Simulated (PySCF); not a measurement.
**AlCl₂H₃OSi ((Cl)2Al-O-SiH3): density, localisation and related maps**

```yaml
atoms:
  - { symbol: Al, position_ang: [0.2691, -0.6075, -1.6890] }
  - { symbol: Cl, position_ang: [0.8873, 0.6982, -3.1847] }
  - { symbol: Cl, position_ang: [-0.1030, -2.6016, -2.1506] }
  - { symbol: O, position_ang: [0.0702, -0.0503, -0.1235] }
  - { symbol: Si, position_ang: [-0.1877, 0.4938, 1.4150] }
  - { symbol: H, position_ang: [-1.1308, 1.6507, 1.3864] }
  - { symbol: H, position_ang: [-0.7755, -0.5962, 2.2481] }
  - { symbol: H, position_ang: [1.1086, 0.9271, 2.0147] }
```

Geometry: PBE0-D3(BJ)/def2-SVP.

Theory: PySCF, PBE0/pcSseg-1 Al:pcSseg-2, SCF density, gas phase, non-relativistic.

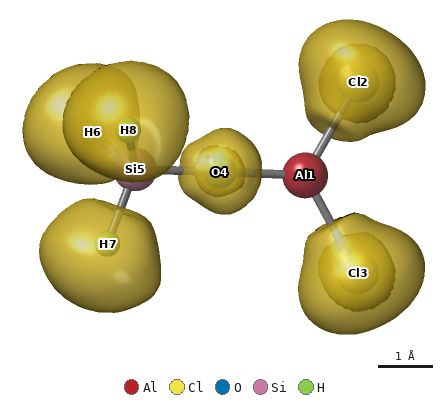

Figure 1. Isosurface of the electron localisation function at 0.8 (yellow), seen at a tilt. Core shells and regions of very low density are left out.

What do the ELF domains correspond to?

At this value the surface marks out three regions around hydrogen nuclei, two regions on Cl in which the atom's valence shell and bonds are merged and one region wrapped around O (its valence shell). Profiles from the grid: Si–O (1.65 Å): the ELF peaks at about 0.85 between the atoms, as expected for a polar covalent bond. Al–O (1.67 Å): the ELF peaks at about 0.85 in the valence shell of O, 0.6 Å from its nucleus, and is about 0.40 at the midpoint.

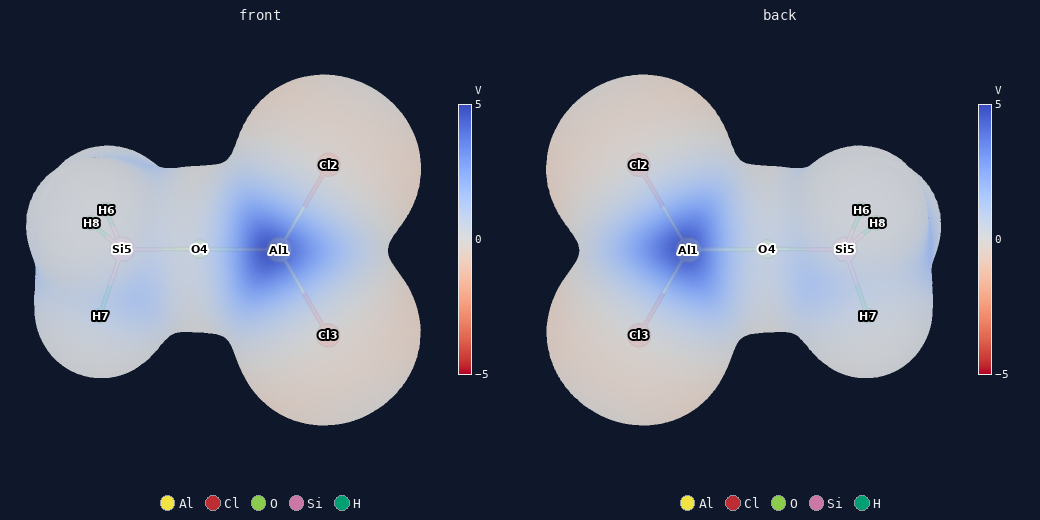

Figure 2. The molecular electrostatic potential painted on the density surface at 0.002 e/bohr³, seen from the front and from behind; the colour scale runs from red (negative) to blue (positive).

Where is the surface potential most negative and most positive?

The most negative region (about −0.4 V, or −9 kcal/mol for a unit charge) lies over Cl2 and Cl3, the most positive (about +4.3 V, or +99 kcal/mol for a unit charge) over Al1.

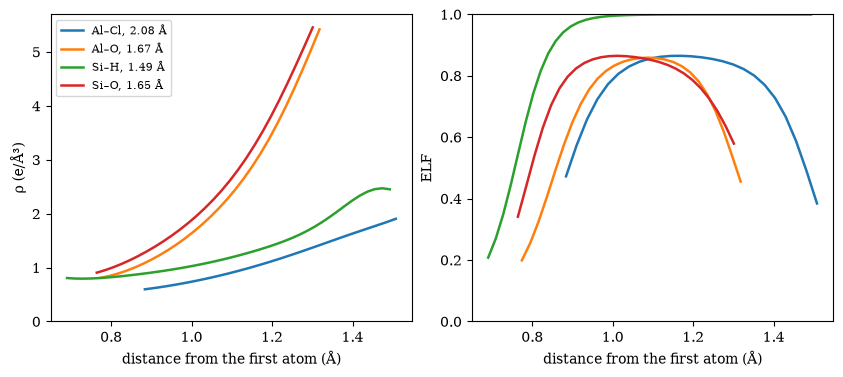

Figure 3. Total electron density and ELF along straight lines between neighbouring atoms. The curves leave out the atomic cores.

What can be read from the curves?

Al–Cl (2.08 Å): ρ is about 0.8 e/Å³ halfway; the ELF peaks at about 0.85 in the valence shell of Cl, 0.9 Å from its nucleus, and is about 0.85 at the midpoint.
Al–O (1.67 Å): ρ at the midpoint is about 0.94 e/Å³; the ELF peaks at about 0.85 in the valence shell of O, 0.6 Å from its nucleus, and is about 0.40 at the midpoint.
Si–H (1.49 Å): ρ is about 0.8 e/Å³ halfway; the ELF climbs to about 1 towards the hydrogen, as it does in any bond to H.
Si–O (1.65 Å): ρ at the midpoint is about 1.1 e/Å³; the ELF peaks at about 0.85 between the atoms: a shared but strongly polarised pair.
